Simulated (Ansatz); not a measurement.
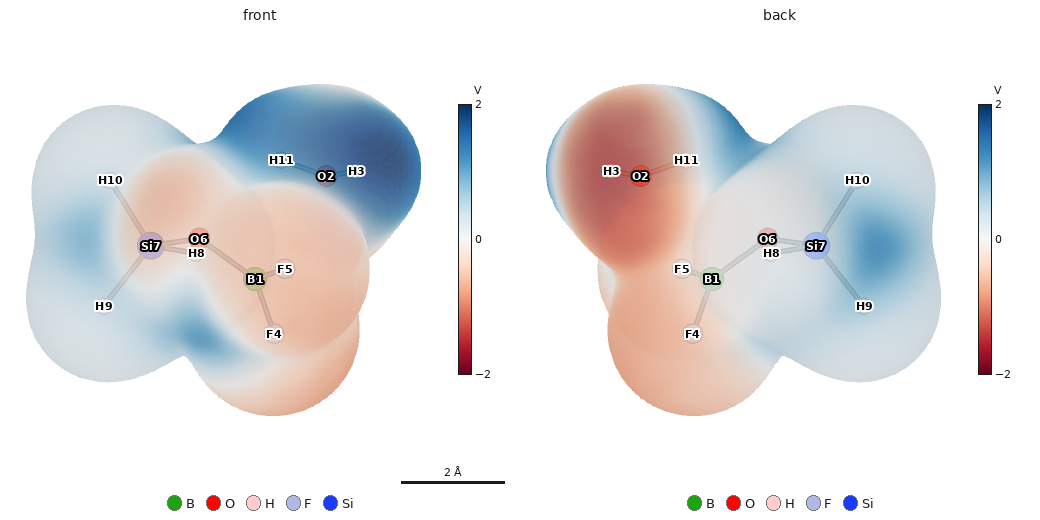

BF₂H₃OSi···H₂O. The molecular electrostatic potential painted on the density surface at 0.001 e/bohr³, seen from the front and from behind; red is negative and blue positive.

Not at a stationary point (largest force 0.8 eV/Å).

These are results of RKS PBE-D4/def2-SVP in Ansatz 0.2.0, not measurements.

```tsv
atom	x (Å)	y (Å)	z (Å)
B	0.1497	0.6075	0.0553
O	-0.7284	-0.8114	2.0531
H	-1.3752	-1.3271	1.5318
F	1.3902	0.1672	-0.1821
F	-0.8522	0.1192	-0.6805
O	-0.0956	1.6723	0.9071
Si	1.0451	2.5057	1.8598
H	1.9325	1.5364	2.5834
H	1.8624	3.4173	0.9915
H	0.2389	3.3099	2.8339
H	-1.1328	0.0939	2.0583
```

Question: Which sites attract a positive test charge, and which a negative one?

Answer: A positive charge is drawn to the negative regions and a negative charge to the positive ones. The most negative region (about −1.3 V, or −30 kcal/mol for a unit charge) lies over O2, the most positive (about +1.8 V, or +42 kcal/mol for a unit charge) over H3. O2 is the likeliest acceptor of a hydrogen bond.
